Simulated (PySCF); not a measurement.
Br3HSi, SMILES `Br[SiH](Br)Br`.

PySCF calculation, PBE/def2-TZVP, gas phase; geometry: GFN2-xTB. No frequency check shows the geometry to be a minimum. GFN2-xTB bond lengths at metals and heavier atoms can be off by up to 0.1 Å and shapes distorted, which carries into these values.

Coordinates in Å:

```
Br1      2.0732    0.0670    0.1062
Si2     -0.0001    0.0000   -0.6474
Br3     -1.0946    1.7619    0.1062
Br4     -0.9786   -1.8290    0.1062
H5       0.0002    0.0003   -2.0879
```

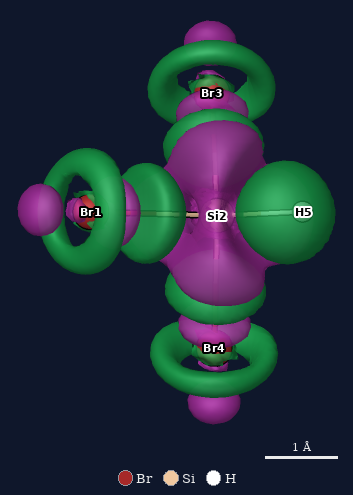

Deformation density (molecule less spherical, spin-averaged free atoms at the same positions), surfaces at ±0.04 e/Å³; green: gain, purple: loss.

### Describe the bonding that the map shows.

Si2–H5: +0.27 e/Å³ at the bond critical point (bond length 1.44 Å, Mayer order 0.9). Si2–Br3, Si2–Br4 and Br1–Si2: +0.08 e/Å³ at the bond critical point (bond length 2.21 Å, Mayer order 1.2). In all, 1.0 electrons gather in the regions of gain relative to the promolecule. A small or negative value marks a very polar bond, one between electron-rich atoms, whose free-atom densities already overlap strongly, a long bond to a heavier atom, or a closed-shell contact such as a hydrogen bond.

### Where do the Hirshfeld charges lie?

The highest Hirshfeld charge is on Si2 (+0.26 e), the lowest on Br1, Br3 and Br4 (−0.07 e).

```json
{"atom": "Br1", "charge (e)": "−0.07"}
{"atom": "Si2", "charge (e)": "+0.26"}
{"atom": "Br3", "charge (e)": "−0.07"}
{"atom": "Br4", "charge (e)": "−0.07"}
{"atom": "H5", "charge (e)": "−0.05"}
```
